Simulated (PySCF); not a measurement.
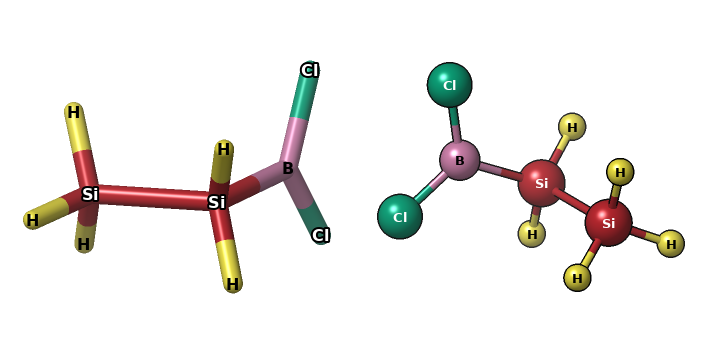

Two views of one molecule.

Computed geometry: PBE0-D3(BJ)/def2-SVP optimisation. No frequency run is at hand to confirm it as a minimum.

> Which formula does it have?

BCl₂H₅Si₂, 10 atoms: 1 boron, 2 chlorine, 5 hydrogen and 2 silicon.

> Does it have rings?

It has no ring.

More results for the same structure follow; atom numbers are the same in all pictures, views and colours differ.

### NMR shielding

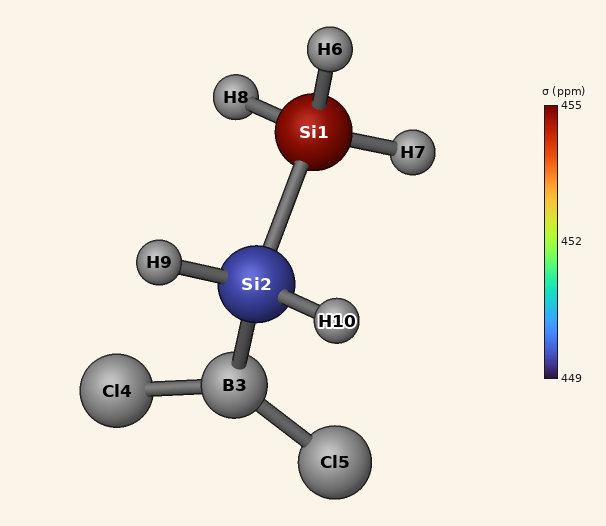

Atoms are coloured by their isotropic NMR shieldings (Si only, the others grey). No frequency run is at hand to confirm it as a minimum. Properties computed with GIAO PBE0/pcSseg-1 NMR shielding, non-relativistic, IEF-PCM cyclohexane (PySCF 2.14.0).

Give the isotropic NMR shieldings of the Si atoms atom by atom.

| atom | σ (ppm) |
| --- | --- |
| Si1 | 454.8 |
| Si2 | 449.5 |

### Quadrupole coupling

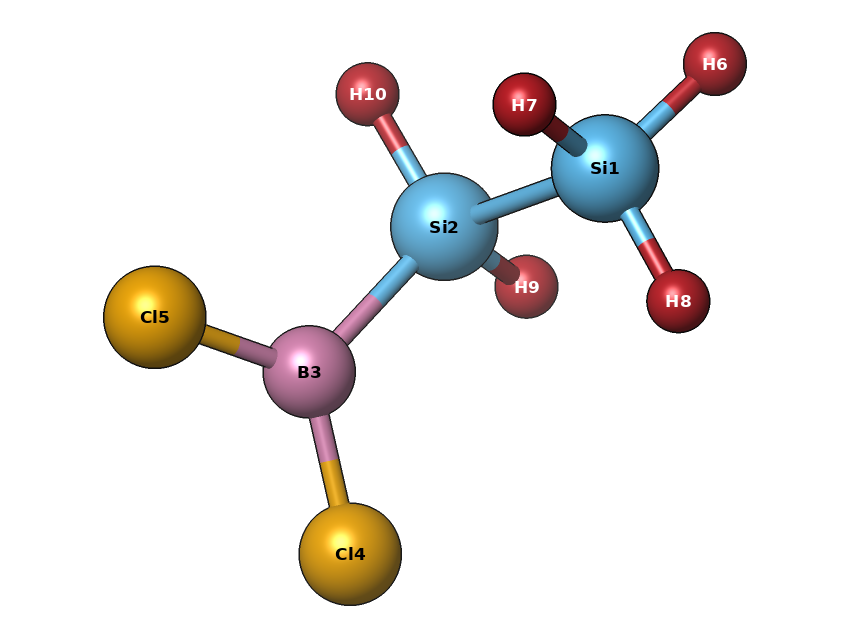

No frequency run is at hand to confirm it as a minimum. Electric field gradients from the ground-state density, PBE0/pcSseg-1 in cyclohexane (IEF-PCM) (PySCF 2.14.0), non-relativistic apart from any core potentials.

Give the largest field-gradient component, the quadrupole coupling constant and the asymmetry for 11B at B3 (Q = 40.59 mb), 35Cl at Cl4 (Q = −81.7 mb), 35Cl at Cl5 (Q = −81.7 mb).

| atom | V_zz (a.u.) | e²qQ/h (MHz) | η |
| --- | --- | --- | --- |
| B3 | 0.358 | 3.42 | 0.61 |
| Cl4 | 2.086 | −40.0 | 0.72 |
| Cl5 | 2.084 | −40.0 | 0.72 |

### Dipole moment

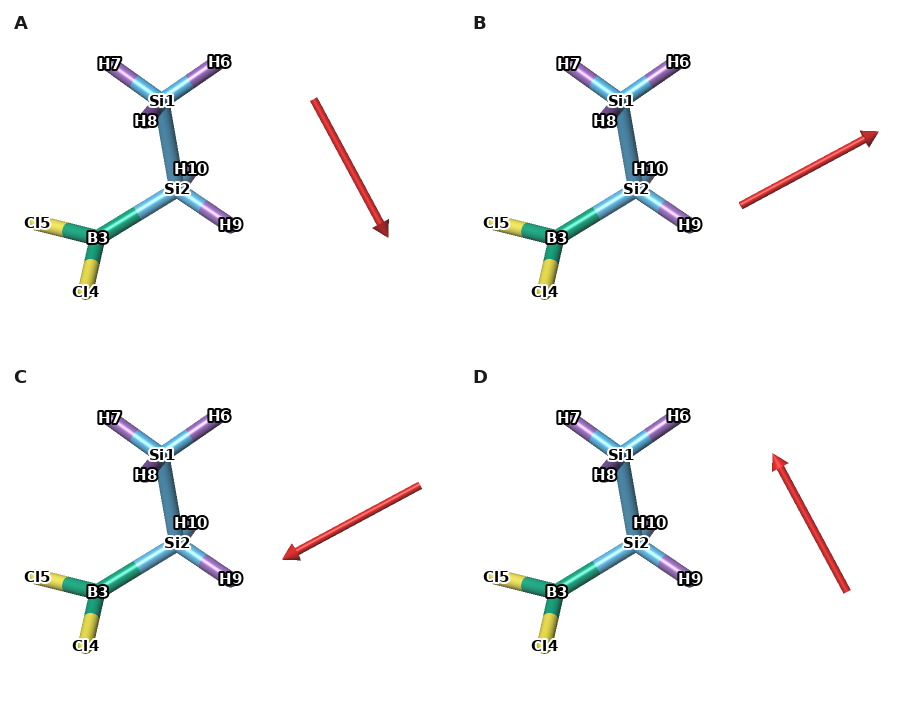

The same molecule four times, each with an arrow. No frequency run is at hand to confirm it as a minimum. Method: BHandHLYP/aug-pcX-1 (pcseg-1 on H) (def2-SVPD on Si) (def2-SVPD on Cl), gas phase (PySCF 2.14.0).

> Which arrow points along the dipole moment, from the negative to the positive end?

B. The dipole moment is 0.87 D; it points from the side of Cl4, Cl5 to the side of H6 (the outermost atoms at the two ends).
